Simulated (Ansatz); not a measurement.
# TiB5: the cost of one run

Method: DFT PBE, scalar-relativistic, plane waves, PAW, in Ansatz 0.2.0.

### 1 The structure to begin with

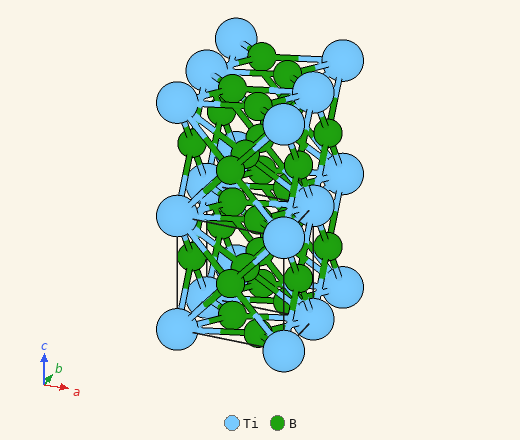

The starting structure, seen slightly off an axis (titanium blue, boron green). 1×2×2 cells are drawn. Atoms on the faces are drawn again on the opposite ones.

Structure file:

```
Ti B
1.0
     4.27959    0.00000    0.00000
    -2.13980    3.70623    0.00000
     0.00000    0.00000    3.48243
Ti B
1 5
Cartesian
  0.0000 0.0000 0.0000
  -1.0699 1.8531 1.7412
  0.0000 2.4708 0.0000
  2.1398 1.2354 0.0000
  2.1398 0.0000 1.7412
  1.0699 1.8531 1.7412
```

Recipe of the guess: species swapped into a database cell of ErNi5 (P6/mmm, No. 191), with Ti on the Er sites and B on the Ni sites. Its size is a rough estimate.

### 2 The guess as it stands, on a coarse mesh

Contents of input.yaml:

```yaml
crystal:
  lattice:
    - [4.27959051, 0.0, 0.0]
    - [-2.13979525, 3.7062341, 0.0]
    - [0.0, 0.0, 3.48243364]
  atoms:
    - { symbol: Ti, position: [0.0, 0.0, 0.0] }
    - { symbol: B, position: [0.0, 0.5, 0.5] }
    - { symbol: B, position: [0.33333333, 0.66666667, 0.0] }
    - { symbol: B, position: [0.66666667, 0.33333333, 0.0] }
    - { symbol: B, position: [0.5, 0.0, 0.5] }
    - { symbol: B, position: [0.5, 0.5, 0.5] }
basis:
  ecutwfc: 420
kpoints:
  mp_grid: { grid: [6, 6, 6] }
hamiltonian:
  xc: pbe
scf:
  occupations: { method: gaussian, width: 0.1 }
  lower_state_search: "off"
output:
  forces: true
  stress: true
  eigenvalues: true
```

Started as:

```console
$ ansatz run input.yaml --threads 1 --pin off --max-ram 2048MiB --backend cpu --events-out ev --progress --plain --runs-dir out
```

Q: Estimate wall time and peak memory on 1 thread of Intel Xeon 6975P-C (Granite Rapids), shared host.

About 1.1 s, with a peak of 0.36 GiB.
